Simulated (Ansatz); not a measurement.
The reference is Ga$_{2}$O$_{3}$ in the corundum structure (space group R-3c, No. 167; a = 5.0003 Å, c = 13.4488 Å (hexagonal axes)).

The change: every lattice vector is stretched by 0.75 %; the atoms relax in the strained cell.

Calculations: PBEsol/PAW in Ansatz (a quantum-chemistry and plane-wave program), without spin-orbit coupling.

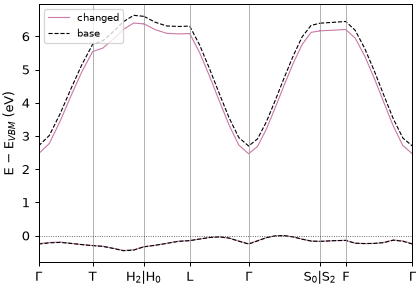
Fig. 1. Highest valence and lowest conduction band along the path, each from its own valence-band maximum

The gap is 2.47 eV, indirect, Γ–S₀ (50 % along) → Γ; the base has 2.70 eV.

Stability against distortions was not tested.
